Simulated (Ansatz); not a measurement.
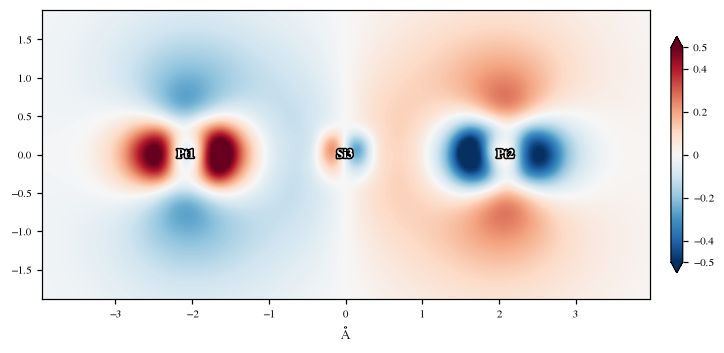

Figure 1: Pt₂Si (charge +1, doublet). The HOMO (α) on a plane that holds the molecular axis (values in Å⁻³ᐟ²; the overall sign is arbitrary).

Geometry: PBE0-D4/def2-TZVP; core potentials replace the inner electrons of Pt.

All numbers below come from UKS PBE0-D4/def2-TZVP in Ansatz 0.2.0.

```json
{"atom": "Pt", "x (Å)": "-0.0006", "y (Å)": "-2.0563", "z (Å)": "-0.3316"}
{"atom": "Pt", "x (Å)": "0.0006", "y (Å)": "2.0563", "z (Å)": "0.3316"}
{"atom": "Si", "x (Å)": "0.0000", "y (Å)": "0.0000", "z (Å)": "0.0000"}
```

Describe this orbital and give its energy.

It lies mainly on Pt1 (about 45 %), Pt2 (about 45 %) and Si3 (about 15 %); it is of σ type; it is ungerade (odd under inversion). Its energy is −11.98 eV.
